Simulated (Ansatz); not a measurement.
# Run report: CH$_{7}$NO$_{2}$Si$_{2}$, molecular dynamics (part 3 of 3)

The same run, continued: CH$_{7}$NO$_{2}$Si$_{2}$; RKS BHLYP-D4/STO-3G (Ansatz 0.2.0). It belongs to a series of runs on one base structure; here: dynamics from the last frame of an earlier run.

Geometry of the input (Å):
```
N  0.7170  -1.4734  -1.7620
Si 0.6413  -0.9349  -0.1431
O  1.5678  0.4646  0.0117
C  -1.0202  -0.2756  0.5000
O  -2.0184  -1.0272  0.5903
Si -1.0304  1.5380  1.0614
H  0.1386  -0.9966  -2.4742
H  0.7759  -2.4839  -1.9712
H  1.1439  -2.0445  0.6510
H  2.4917  0.2687  -0.3145
H  -0.0314  1.7753  2.0642
H  -0.8448  2.4612  -0.0399
H  -2.3133  1.8095  1.6477
```

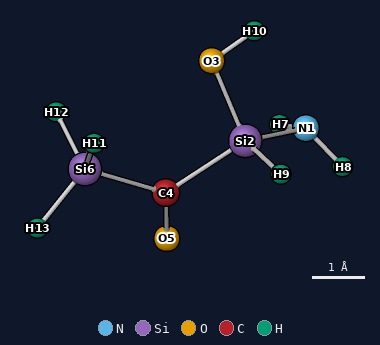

Fig. 1: The geometry at step 258 of the log (ball-and-stick view, seen at a tilt; atoms are numbered from 1 in the order of the input).

What the program printed, continued
```
md step   239: t =   119.50 fs  T =   194.7 K  F+E_penalty+E_count = -22215.16199501 eV  E_kin = 0.276882 eV  conserved = -22214.88511286 eV  (17 SCF iters)
md step   240: t =   120.00 fs  T =   192.0 K  F+E_penalty+E_count = -22215.15818663 eV  E_kin = 0.273065 eV  conserved = -22214.88512194 eV  (17 SCF iters)
md step   241: t =   120.50 fs  T =   191.2 K  F+E_penalty+E_count = -22215.15703678 eV  E_kin = 0.271879 eV  conserved = -22214.88515824 eV  (17 SCF iters)
md step   242: t =   121.00 fs  T =   191.8 K  F+E_penalty+E_count = -22215.15796265 eV  E_kin = 0.272752 eV  conserved = -22214.88521094 eV  (17 SCF iters)
md step   243: t =   121.50 fs  T =   193.3 K  F+E_penalty+E_count = -22215.16011042 eV  E_kin = 0.274842 eV  conserved = -22214.88526846 eV  (17 SCF iters)
md step   244: t =   122.00 fs  T =   195.0 K  F+E_penalty+E_count = -22215.16253813 eV  E_kin = 0.277218 eV  conserved = -22214.88532051 eV  (17 SCF iters)
md step   245: t =   122.50 fs  T =   196.2 K  F+E_penalty+E_count = -22215.16438367 eV  E_kin = 0.279025 eV  conserved = -22214.88535917 eV  (17 SCF iters)
md step   246: t =   123.00 fs  T =   196.7 K  F+E_penalty+E_count = -22215.16499512 eV  E_kin = 0.279616 eV  conserved = -22214.88537942 eV  (17 SCF iters)
md step   247: t =   123.50 fs  T =   196.0 K  F+E_penalty+E_count = -22215.16401065 eV  E_kin = 0.278630 eV  conserved = -22214.88538098 eV  (16 SCF iters)
md step   248: t =   124.00 fs  T =   194.1 K  F+E_penalty+E_count = -22215.16137755 eV  E_kin = 0.276012 eV  conserved = -22214.88536546 eV  (16 SCF iters)
md step   249: t =   124.50 fs  T =   191.3 K  F+E_penalty+E_count = -22215.15732196 eV  E_kin = 0.271984 eV  conserved = -22214.88533778 eV  (17 SCF iters)
md step   250: t =   125.00 fs  T =   187.8 K  F+E_penalty+E_count = -22215.15227290 eV  E_kin = 0.266968 eV  conserved = -22214.88530452 eV  (17 SCF iters)
md step   251: t =   125.50 fs  T =   183.9 K  F+E_penalty+E_count = -22215.14676070 eV  E_kin = 0.261489 eV  conserved = -22214.88527156 eV  (17 SCF iters)
md step   252: t =   126.00 fs  T =   180.1 K  F+E_penalty+E_count = -22215.14131547 eV  E_kin = 0.256071 eV  conserved = -22214.88524451 eV  (17 SCF iters)
md step   253: t =   126.50 fs  T =   176.6 K  F+E_penalty+E_count = -22215.13638223 eV  E_kin = 0.251156 eV  conserved = -22214.88522617 eV  (17 SCF iters)
md step   254: t =   127.00 fs  T =   173.8 K  F+E_penalty+E_count = -22215.13227382 eV  E_kin = 0.247058 eV  conserved = -22214.88521619 eV  (17 SCF iters)
md step   255: t =   127.50 fs  T =   171.6 K  F+E_penalty+E_count = -22215.12916538 eV  E_kin = 0.243952 eV  conserved = -22214.88521337 eV  (17 SCF iters)
md step   256: t =   128.00 fs  T =   170.1 K  F+E_penalty+E_count = -22215.12711453 eV  E_kin = 0.241898 eV  conserved = -22214.88521613 eV  (17 SCF iters)
md step   257: t =   128.50 fs  T =   169.4 K  F+E_penalty+E_count = -22215.12608920 eV  E_kin = 0.240866 eV  conserved = -22214.88522345 eV  (17 SCF iters)
md step   258: t =   129.00 fs  T =   169.3 K  F+E_penalty+E_count = -22215.12598360 eV  E_kin = 0.240748 eV  conserved = -22214.88523588 eV  (23 SCF iters)
md step   259: t =   129.50 fs  T =   169.7 K  F+E_penalty+E_count = -22215.12661269 eV  E_kin = 0.241358 eV  conserved = -22214.88525451 eV  (23 SCF iters)
md step   260: t =   130.00 fs  T =   170.5 K  F+E_penalty+E_count = -22215.12769745 eV  E_kin = 0.242417 eV  conserved = -22214.88528024 eV  (23 SCF iters)
md step   261: t =   130.50 fs  T =   171.3 K  F+E_penalty+E_count = -22215.12885968 eV  E_kin = 0.243548 eV  conserved =
md step   394: t =   197.00 fs  T =   179.8 K  F+E_penalty+E_count = -22215.14114198 eV  E_kin = 0.255619 eV  conserved = -22214.88552304 eV  (16 SCF iters)
md step   395: t =   197.50 fs  T =   184.9 K  F+E_penalty+E_count = -22215.14848666 eV  E_kin = 0.262960 eV  conserved = -22214.88552625 eV  (16 SCF iters)
md step   396: t =   198.00 fs  T =   187.5 K  F+E_penalty+E_count = -22215.15205938 eV  E_kin = 0.266560 eV  conserved = -22214.88549928 eV  (16 SCF iters)
md step   397: t =   198.50 fs  T =   187.7 K  F+E_penalty+E_count = -22215.15237439 eV  E_kin = 0.266931 eV  conserved = -22214.88544351 eV  (16 SCF iters)
md step   398: t =   199.00 fs  T =   186.4 K  F+E_penalty+E_count = -22215.15039663 eV  E_kin = 0.265033 eV  conserved = -22214.88536382 eV  (16 SCF iters)
md step   399: t =   199.50 fs  T =   184.4 K  F+E_penalty+E_count = -22215.14744990 eV  E_kin = 0.262179 eV  conserved = -22214.88527130 eV  (16 SCF iters)
these checks for a lower state are left out or cut short: stability, starts, cluster_reference, orbital_swaps, neighbouring_geometries, increment
631 factors; integrals over basis functions are off by at most 1.8e-5 eV
mean field -22214.74142045 eV, -816.3766895090 hartree, gradient 3.5e-6 eV, S^2 0.000000; 0 other end points of the search recorded, 0 dependent functions left out
the calculation of the forces begins
reference -22214.74157087 eV, -816.3766950369 hartree; 32, 32 occupied and 13, 13 virtual orbitals, 631 factors
md step   400: t =   200.00 fs  T =   182.8 K  F+E_penalty+E_count = -22215.14504328 eV  E_kin = 0.259862 eV  conserved = -22214.88518107 eV  (16 SCF iters)
```

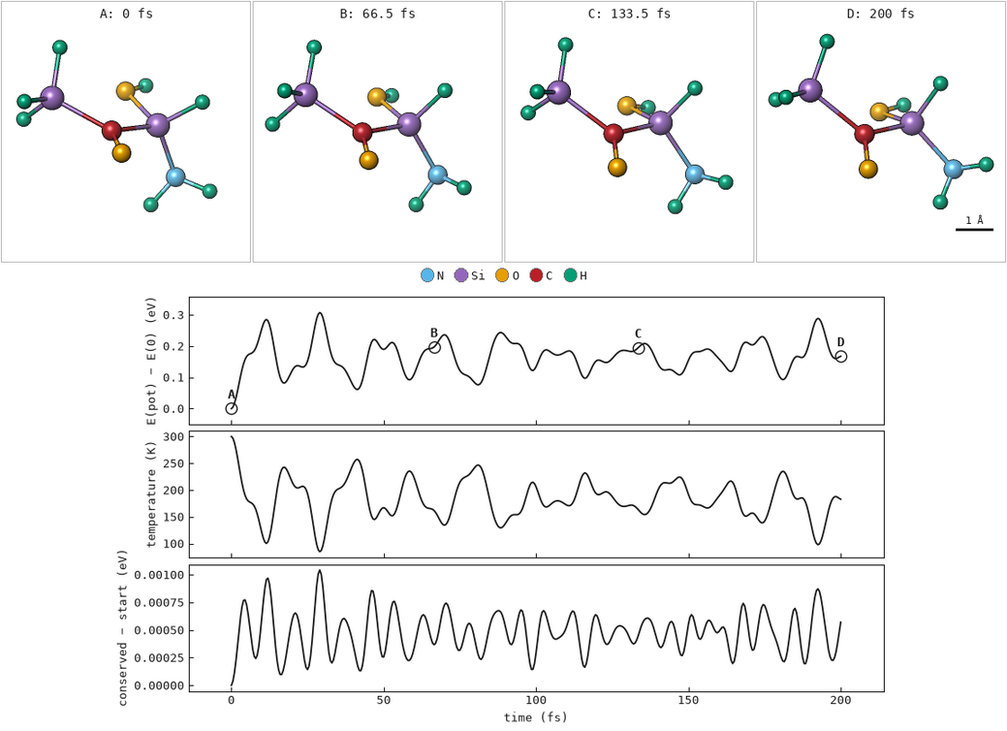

Fig. 2: Frames of the molecular dynamics (ball-and-stick, seen at a tilt) above the curves, on which the letters mark them. The trajectory kept here has 401 frames over 200 fs. The temperature starts at 300 K, ranges from 85 to 300 K and averages 182 K over the second half. The potential energy ends 0.167 eV above its first value. The conserved quantity stays within 0.001 eV. After an unweighted best fit of the last frame on the first, the root-mean-square displacement is 0.63 Å, and O5 has moved furthest (1.12 Å).

```
Total energy: -22215.14519370 eV, -816.3915279024 hartree
Atom 0 at     0.747349    -1.975957    -1.401087 Å, force     0.091706     0.377416    -0.026240 eV/Å
Atom 1 at     0.698873    -0.783131    -0.150290 Å, force     1.184594    -0.622477     0.211297 eV/Å
Atom 2 at     1.521065     0.609958    -0.589414 Å, force     0.557204     0.040581    -0.044257 eV/Å
Atom 3 at    -0.953913    -0.126883     0.320212 Å, force    -2.343070     0.130168     0.315749 eV/Å
Atom 4 at    -2.000033    -0.716091    -0.065598 Å, force     0.632603     0.497660     0.238800 eV/Å
Atom 5 at    -1.091883     1.413311     1.479667 Å, force     1.274533    -0.314313    -1.116403 eV/Å
Atom 6 at    -0.080267    -1.935771    -1.997252 Å, force    -0.369009    -0.191094    -0.591822 eV/Å
Atom 7 at     0.841196    -2.944154    -1.075149 Å, force    -0.026387    -0.208472     0.115802 eV/Å
Atom 8 at     1.232343    -1.456307     0.996253 Å, force     0.300635     0.141694     0.198951 eV/Å
Atom 9 at     2.447803     0.311388    -0.842713 Å, force    -0.151471     0.167435    -0.039000 eV/Å
Atom 10 at    -0.204645     1.268795     2.584681 Å, force     0.292856     0.045233     0.047975 eV/Å
Atom 11 at    -0.835646     2.612138     0.738518 Å, force     0.281344    -0.041569     0.035749 eV/Å
Atom 12 at    -2.367046     1.538661     1.974558 Å, force    -1.725538    -0.022262     0.653398 eV/Å
Dipole moment:     0.207394    -0.189108     0.160295 e Å
Checks for a lower state left out: stability, starts, cluster_reference, orbital_swaps, neighbouring_geometries, increment
```

Trajectory as extended XYZ (Å, eV, eV/Å), 8 of the 401 frames kept, from step=0 to step=400
```
13
Properties=species:S:1:pos:R:3:forces:R:3 step=0 time_fs=0.0 energy=-22215.31231 temperature=300.0
N     0.7170   -1.4734   -1.7620   -0.2316  -0.2240  -0.7835
Si    0.6413   -0.9349   -0.1431    0.6577  -0.2468   0.4276
O     1.5678    0.4646    0.0117   -0.1506   0.0949   0.1870
C    -1.0202   -0.2756    0.5000   -0.2219  -0.7077  -0.0659
O    -2.0184   -1.0272    0.5903    0.2233   0.5099   0.0032
Si   -1.0304    1.5380    1.0614   -0.3667   0.6860   0.0558
H     0.1386   -0.9966   -2.4742    0.2513  -0.3208   0.2073
H     0.7759   -2.4839   -1.9712   -0.1392   0.4481   0.1049
H     1.1439   -2.0445    0.6510   -0.1568   0.3356  -0.1527
H     2.4917    0.2687   -0.3145    0.0155  -0.0846  -0.0791
H    -0.0314    1.7753    2.0642    0.0011  -0.1026  -0.1226
H    -0.8448    2.4612   -0.0399    0.0366  -0.4150   0.2575
H    -2.3132    1.8095    1.6477    0.0814   0.0270  -0.0394
13
Properties=species:S:1:pos:R:3:forces:R:3 step=57 time_fs=28.5 energy=-22215.01061 temperature=88.5
N     0.7604   -1.5593   -1.7592    0.6034  -0.0295   1.1831
Si    0.7036   -0.9496   -0.1479   -1.8351   0.1768  -0.0146
O     1.5345    0.4544   -0.0760    0.5000   1.9006   0.4036
C    -1.0659   -0.2518    0.5142    1.7892  -0.4815  -0.7113
O    -2.0767   -0.9607    0.4942   -0.5911  -0.3079   0.0568
Si   -1.0470    1.5510    1.1332   -1.8909  -0.7244   0.9675
H     0.2749   -1.1037   -2.5234   -0.4088   0.1029  -0.4057
H     0.7486   -2.5714   -1.8371   -0.1773  -0.5123  -0.5046
H     1.2054   -1.9532    0.7324    0.1409  -0.4119   0.0269
H     2.4939    0.4359   -0.3396   -0.1606  -0.5596  -0.1124
H     0.0364    1.7022    1.9897    1.1401   0.3738   0.5286
H    -1.1053    2.4206    0.0573    0.4735   0.8968  -1.1732
H    -2.2333    1.8913    1.9051    0.4168  -0.4237  -0.2448
13
Properties=species:S:1:pos:R:3:forces:R:3 step=114 time_fs=57.0 energy=-22215.20369 temperature=223.8
N     0.8236   -1.6664   -1.7149   -0.5179   0.2932   0.2048
Si    0.6477   -0.8948   -0.1354    0.4238  -0.1538  -0.0298
O     1.5399    0.5429   -0.1135    0.0945  -0.3730  -0.2557
C    -1.0221   -0.2313    0.4856   -0.7428  -1.8024  -0.6802
O    -2.0772   -0.9151    0.3790    0.7982   0.7483   0.2341
Si   -1.0291    1.4936    1.1899    0.2667   1.5421   0.1452
H     0.2439   -1.2116   -2.4569    0.2315  -0.3079   0.2885
H     0.5184   -2.6626   -1.6815    0.0588   0.3077  -0.1227
H     1.1754   -1.8586    0.7975   -0.0663   0.0122  -0.0346
H     2.4015    0.2884   -0.5602    0.1278   0.2859   0.0234
H     0.1643    1.8872    1.9338   -0.6586  -0.5395  -0.1756
H    -1.0760    2.4058    0.0554   -0.2666  -0.3390   0.5140
H    -2.2148    1.5674    2.0069    0.2510   0.3263  -0.1114
13
Properties=species:S:1:pos:R:3:forces:R:3 step=171 time_fs=85.5 energy=-22215.11829 temperature=164.0
N     0.7745   -1.7391   -1.6151   -0.0717   0.1336  -0.8301
Si    0.6990   -0.8899   -0.1146   -0.6584   0.5854   0.8927
O     1.5609    0.6167   -0.1950   -0.1649  -1.9924  -0.4609
C    -1.0572   -0.2488    0.3989    1.1079   0.7933   0.4610
O    -2.0894   -0.9100    0.2706   -0.8351  -0.6173  -0.2557
Si   -1.0543    1.4935    1.2416    2.0104   0.5686  -1.0679
H     0.2781   -1.2667   -2.3899    0.1270  -0.0886   0.0159
H     0.4660   -2.7273   -1.6409    0.1487   0.2768   0.3379
H     1.1604   -1.8589    0.8687    0.0620   0.5312  -0.1770
H     2.3266    0.3137   -0.7844    0.1915   0.6540   0.1308
H     0.2236    1.6220    1.9324   -0.7011  -0.1905  -0.1133
H    -1.0356    2.5908    0.2677   -0.3290  -0.7650   0.4647
H    -2.0912    1.6572    2.1626   -0.8873   0.1110   0.6019
13
Properties=species:S:1:pos:R:3:forces:R:3 step=229 time_fs=114.5 energy=-22215.19363 temperature=216.8
N     0.7713   -1.7485   -1.5505    0.1873  -0.3971  -0.6828
Si    0.6827   -0.8576   -0.1023   -0.0181   0.4772   0.8769
O     1.5389    0.5574   -0.3179    0.2858   0.6919  -0.1865
C    -1.0274   -0.2334    0.4133   -0.5743   0.2750  -0.0201
O    -2.0623   -0.8777    0.1341    0.1920   0.2963   0.2272
Si   -1.0356    1.4847    1.3018   -1.0911  -1.3708  -0.0730
H     0.1854   -1.4008   -2.3146   -0.1673   0.2772  -0.3105
H     0.5344   -2.7336   -1.4580    0.0044  -0.8102   0.0673
H     1.2717   -1.5984    0.9632    0.0346  -0.5218   0.1448
H     2.3314    0.3004   -0.8717    0.0878   0.1261  -0.0008
H     0.0949    1.4901    2.1289    0.8776   0.3904   0.3108
H    -1.1439    2.5037    0.3418    0.4210   0.6712  -0.5301
H    -2.1749    1.6304    2.1422   -0.2397  -0.1054   0.1767
13
Properties=species:S:1:pos:R:3:forces:R:3 step=286 time_fs=143.0 energy=-22215.18821 temperature=213.1
N     0.7605   -1.8304   -1.5365   -0.1122  -0.7818   0.3348
Si    0.7167   -0.8370   -0.0967   -0.1038  -0.3471  -0.8201
O     1.5443    0.5738   -0.4321    0.0138   0.9533   0.3244
C    -1.0111   -0.2027    0.4212   -0.5167  -0.2625  -0.2534
O    -2.0735   -0.7675    0.0604    0.7483   0.1592   0.2404
Si   -1.0663    1.4405    1.3699   -1.4290   0.1418   0.7428
H     0.0565   -1.6360   -2.2791    0.2152  -0.0092   0.4738
H     0.6636   -2.8405   -1.2825   -0.0203   0.5194  -0.4500
H     1.2561   -1.6359    0.9684    0.1835   0.0116   0.0051
H     2.4253    0.4373   -0.8868   -0.3183  -0.5901   0.1321
H     0.0345    1.5804    2.2797   -0.0514  -0.0591  -0.0794
H    -0.9982    2.4326    0.3486    0.0455   0.3376   0.0346
H    -2.3613    1.5653    2.1026    1.3454  -0.0729  -0.6853
13
Properties=species:S:1:pos:R:3:forces:R:3 step=343 time_fs=171.5 energy=-22215.10710 temperature=155.9
N     0.7378   -1.9785   -1.4974    0.0119   1.5422   0.8337
Si    0.7292   -0.8320   -0.1175    1.1468  -0.7175  -1.2810
O     1.5428    0.6252   -0.4901   -0.7971  -0.2117   0.1225
C    -1.0114   -0.1527    0.3650    1.0451   0.5611   0.4898
O    -2.0442   -0.7222    0.0080   -0.9583  -0.6609  -0.4342
Si   -1.1157    1.4473    1.4229    1.5223   0.6145   0.3027
H    -0.0047   -1.8274   -2.1996    0.0437  -0.1544   0.1211
H     0.7998   -2.9869   -1.2994   -0.1284   0.0657   0.2323
H     1.4983   -1.5253    0.9075   -0.5738   0.1797  -0.0488
H     2.4525    0.4326   -0.8546    0.0405  -0.4319  -0.0167
H    -0.0391    1.4413    2.4024   -0.5947  -0.3922  -0.1940
H    -0.7965    2.6678    0.7020   -0.6039  -0.5348  -0.1177
H    -2.3788    1.4988    2.0844   -0.1540   0.1401  -0.0097
13
Properties=species:S:1:pos:R:3:forces:R:3 step=400 time_fs=200.0 energy=-22215.14504 temperature=182.8
N     0.7473   -1.9760   -1.4011    0.0917   0.3774  -0.0262
Si    0.6989   -0.7831   -0.1503    1.1846  -0.6225   0.2113
O     1.5211    0.6100   -0.5894    0.5572   0.0406  -0.0443
C    -0.9539   -0.1269    0.3202   -2.3431   0.1302   0.3157
O    -2.0000   -0.7161   -0.0656    0.6326   0.4977   0.2388
Si   -1.0919    1.4133    1.4797    1.2745  -0.3143  -1.1164
H    -0.0803   -1.9358   -1.9973   -0.3690  -0.1911  -0.5918
H     0.8412   -2.9442   -1.0751   -0.0264  -0.2085   0.1158
H     1.2323   -1.4563    0.9963    0.3006   0.1417   0.1990
H     2.4478    0.3114   -0.8427   -0.1515   0.1674  -0.0390
H    -0.2046    1.2688    2.5847    0.2929   0.0452   0.0480
H    -0.8356    2.6121    0.7385    0.2813  -0.0416   0.0357
H    -2.3670    1.5387    1.9746   -1.7255  -0.0223   0.6534
```
